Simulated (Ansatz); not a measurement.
C2HGeO (SMILES O[C+]=[C]=[Ge]) (charge +1)

```yaml
atoms:
  - { symbol: C, position_ang: [0.5774, 2.1957, -1.6121] }
  - { symbol: C, position_ang: [1.6817, 2.3628, -1.0680] }
  - { symbol: Ge, position_ang: [3.3496, 2.5607, -0.3384] }
  - { symbol: O, position_ang: [-0.4865, 1.9799, -2.2288] }
  - { symbol: H, position_ang: [-1.3026, 2.3340, -1.8241] }
```

Geometry: PBE0-D3(BJ)/def2-SVP.

All numbers below come from isolated molecule in a Gaussian basis; Kohn-Sham density functional theory, functional PBE0 in Ansatz 0.2.0.

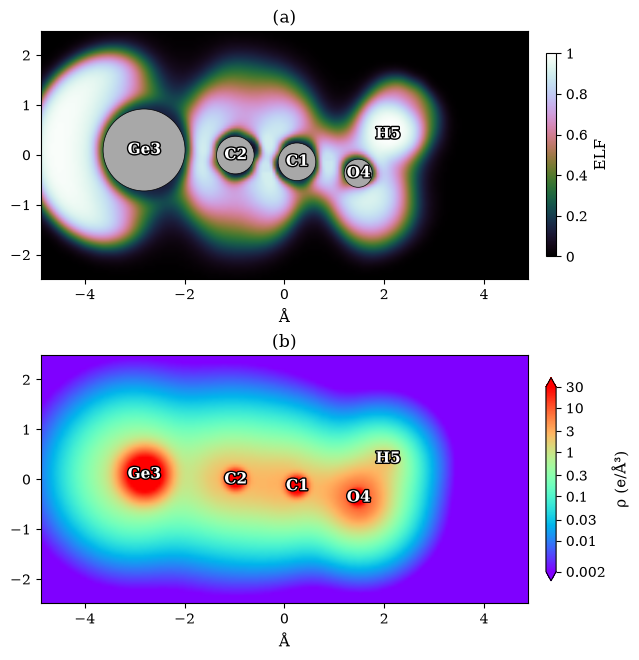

Figure 1. (a) ELF; (b) total electron density on the molecular plane. Grey discs cover the atomic cores in the ELF map.

What do the fields say about this system?

Answer. Atoms in the plane: C, Ge, O and H.
C–C (1.24 Å): ρ at the midpoint is about 2.6 e/Å³; the ELF peaks at about 0.85 between the atoms: a short, multiple covalent bond.
C–O (1.25 Å): ρ at the midpoint is about 3 e/Å³; the ELF peaks at about 0.85 between the atoms, as expected for a polar covalent bond.
C–Ge (1.83 Å): ρ is about 1 e/Å³ halfway; the ELF peaks at about 0.90 in the valence shell of C, 0.7 Å from its nucleus, and is about 0.50 at the midpoint.
O–H (0.98 Å): ρ is about 3.7 e/Å³ halfway; the ELF climbs to about 1 towards the hydrogen, as it does in any bond to H; an ordinary covalent bond to hydrogen.
The ELF also peaks beside O4, away from the bonds: lone-pair regions.

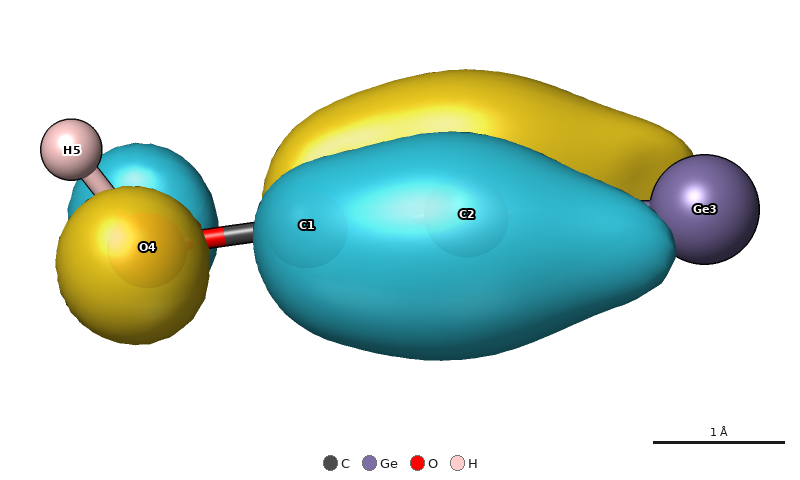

Figure 2. The HOMO at ±0.15 Å⁻³ᐟ² (yellow and cyan are the two phases), seen at a tilt.

Where does this orbital lie, and at what energy?

Answer. It lies mainly on C2 (about 45 %), C1 (about 20 %), O4 (about 15 %) and Ge3 (about 15 %); it changes sign across the molecular plane (π type); π-bonding across C1–C2 and C2–Ge3; π-antibonding (a node) across C1–O4. Its energy is −13.42 eV.

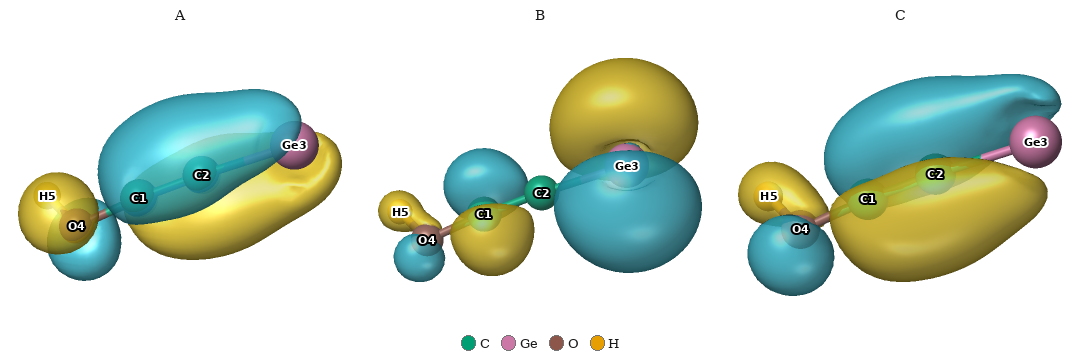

Figure 3. Three frontier orbitals at ±0.1 Å⁻³ᐟ² (yellow and cyan are the two phases), in no order.

Order the three orbitals by energy and name them.

Answer. C is the HOMO−1 (−13.92 eV). Its weight (Hirshfeld) is mainly on C2 (about 45 %), C1 (about 30 %), Ge3 (about 15 %) and O4 (about 10 %); it is symmetric in the molecular plane (an in-plane orbital: σ, lone-pair or in-plane π type). A is the HOMO (−13.42 eV). By Hirshfeld shares it lies mainly on C2 (about 45 %), C1 (about 20 %), O4 (about 15 %) and Ge3 (about 15 %); it changes sign across the molecular plane (π type); π-bonding across C1–C2 and C2–Ge3; π-antibonding (a node) across C1–O4. B is the LUMO (−8.63 eV). By Hirshfeld shares it lies mainly on Ge3 (about 75 %), C1 (about 15 %) and C2 (about 10 %); it is symmetric in the molecular plane (an in-plane orbital: σ, lone-pair or in-plane π type).

What is the HOMO–LUMO gap?

Answer. 4.79 eV between the orbital energies.
